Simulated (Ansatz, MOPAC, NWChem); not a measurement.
How methods differ on GaCl (SMILES [Cl][Ga])

GaCl, singlet, SMILES `[Cl][Ga]`. Each level relaxes the structure for itself.

Quantity: the harmonic wavenumber, in cm⁻¹. The values are calculated.

```csv
level,kind,program,value (cm⁻¹)
AM1,semi-empirical,MOPAC,317
PM3,semi-empirical,MOPAC,314
PM6-D3H4,semi-empirical,MOPAC,426
PM6-DH+,semi-empirical,MOPAC,426
HF/STO-3G,Hartree–Fock,Ansatz,466
HF/3-21G,Hartree–Fock,Ansatz,354
HF/6-31G* (Cartesian functions),Hartree–Fock,Ansatz,350
PBEsol/6-311+G**/LANL2DZ (core potential),GGA,NWChem,326
PBE/def2-SVP,GGA,Ansatz,365
B3LYP-D3(BJ)/6-311G**,global hybrid,NWChem,339
```

All-electron rows without a relativistic Hamiltonian named are non-relativistic, while core potentials hold scalar relativity, so basis and relativity change together. Harmonic and unscaled. The values span 314 to 466 cm⁻¹. Without the sets that lack polarisation functions the rows with a basis span only 326 to 365 cm⁻¹.

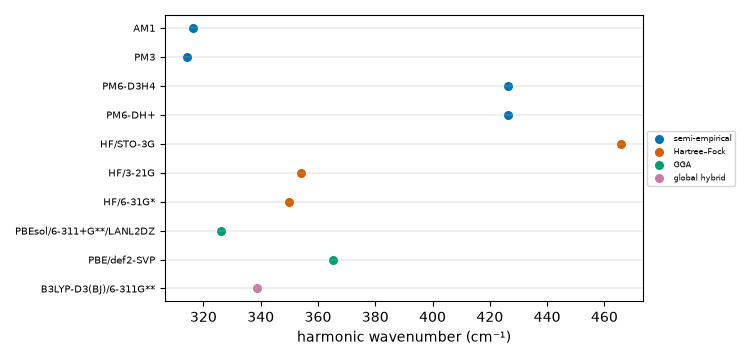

The values of the table, level by level.
